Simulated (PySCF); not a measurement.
SMILES B[SiH2]OC at its GFN2-xTB optimised geometry (Å):

```
11

B      1.4560    -1.3448    -0.0129
Si     0.9195     0.5255     0.0000
O     -0.7150     0.5255     0.0000
C     -1.5702     1.6243     0.0000
H      0.7117    -2.2441    -0.0379
H      2.5977    -1.5972     0.0023
H      1.3867     1.3456    -1.1442
H      1.3865     1.3331     1.1531
H     -2.5977     1.2586    -0.0012
H     -1.4091     2.2425     0.8871
H     -1.4070     2.2441    -0.8853
```

Calculation: PBE0/def2-TZVP in PySCF.

Map of the electron localisation function on the plane z = 1.0 Å:

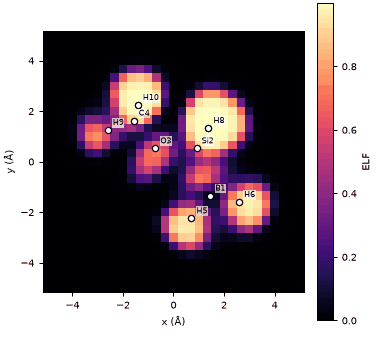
*Electron localisation function on the plane z = 1.0 Å.*
